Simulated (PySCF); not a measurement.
**C$_{7}$H$_{9}$ (SMILES C=C/C(C)=C1\[CH]C1) (doublet): density, localisation and related maps**

```csv
atom,x (Å),y (Å),z (Å)
C,2.5582,-0.7580,-0.1381
C,1.2272,-0.9504,-0.1557
C,0.2398,0.0614,0.0030
C,0.6207,1.4938,0.2070
C,-1.0925,-0.2842,-0.0304
C,-2.0767,-1.1820,-0.1494
C,-2.4984,0.2285,0.0638
H,3.2428,-1.5780,-0.2651
H,2.9967,0.2143,0.0028
H,0.8439,-1.9527,-0.3017
H,1.2017,1.8595,-0.6401
H,1.2350,1.6028,1.1012
H,-0.2679,2.1105,0.3141
H,-2.4153,-2.1772,-0.2894
H,-2.9237,0.7926,-0.7619
H,-2.8989,0.5281,1.0285
```

Geometry: GFN2-xTB.

The calculation used PySCF, UKS B3LYP, pcH-1 on C H, non-relativistic, mean-field spin-orbit, GIAO.

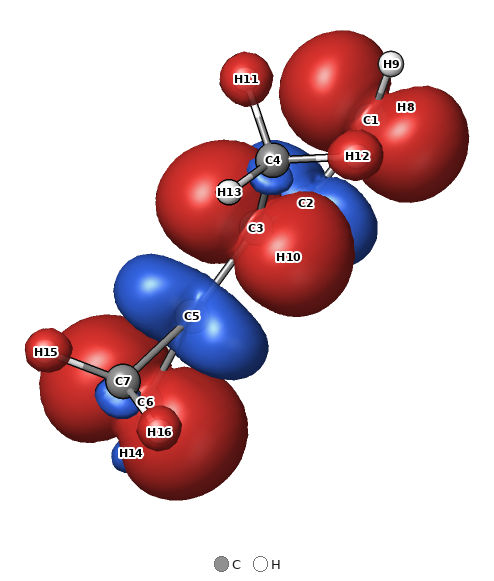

Figure 1. Isosurfaces of the spin density (α minus β) at +0.02 (red) and −0.02 e/Å³ (blue), seen at an oblique angle.

Question: Describe the spin distribution.

Answer: The unpaired spin (1 electron) lies mostly on C6 (about 0.4), C3 (about 0.3) and C1 (about 0.2), in electrons by Hirshfeld's partition.

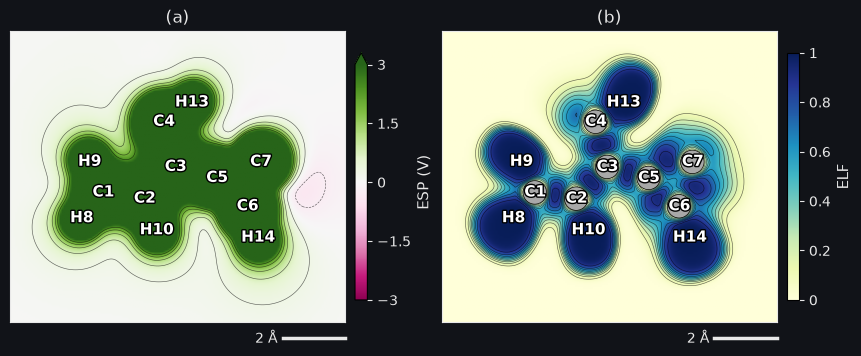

Figure 2. (a) electrostatic potential; (b) electron localisation function on the plane of atoms C6, C5 and C7. Grey discs cover the atomic cores in the ELF map.

Question: What do the fields say about this system?

Answer: Atoms in the plane: C and H. C–C (1.34 Å): the ELF peaks at about 0.85 between the atoms (a short, multiple covalent bond). C–H (1.06 Å): the ELF climbs to about 1 towards the hydrogen, as it does in any bond to H: a covalent bond by its length. C–C (1.42 Å): the ELF peaks at about 0.95 between the atoms, as expected for localised, covalent bonding. C–C (1.49 Å): the ELF peaks at about 0.85 between the atoms, as expected for localised, covalent bonding. Outside the dense part of the molecule the potential is most negative (−0.4 V) near C7.

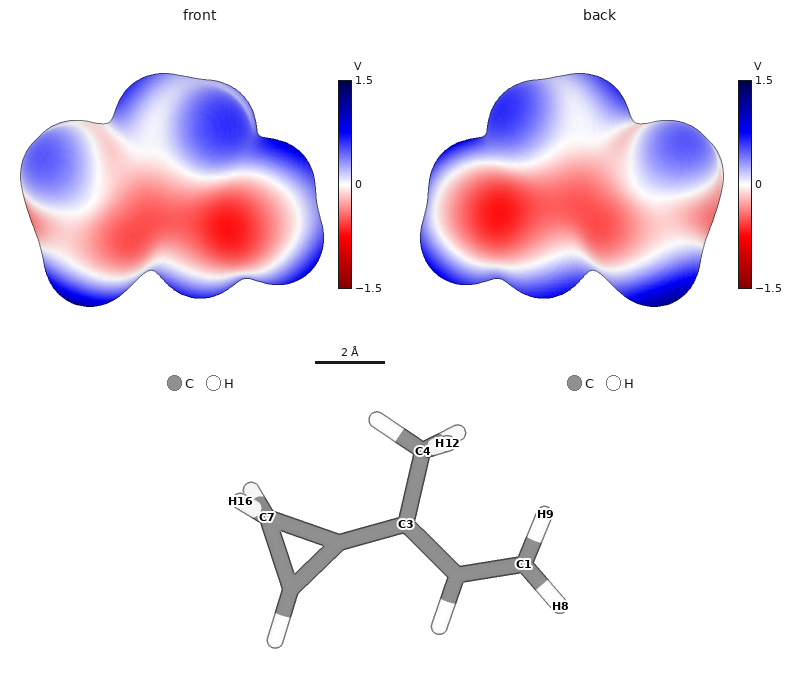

Figure 3. The electrostatic potential painted on the density surface at 0.002 e/bohr³, seen from the front and from behind; red is negative and blue positive. The bare structure is drawn below in the same view.

Question: Which sites attract a positive test charge, and which a negative one?

Answer: A positive charge is drawn to the negative regions and a negative charge to the positive ones. The most negative region (about −0.7 V, or −16 kcal/mol for a unit charge) lies over the π face of C1 and C2, the most positive (about +1.1 V, or +25 kcal/mol for a unit charge) over H14.
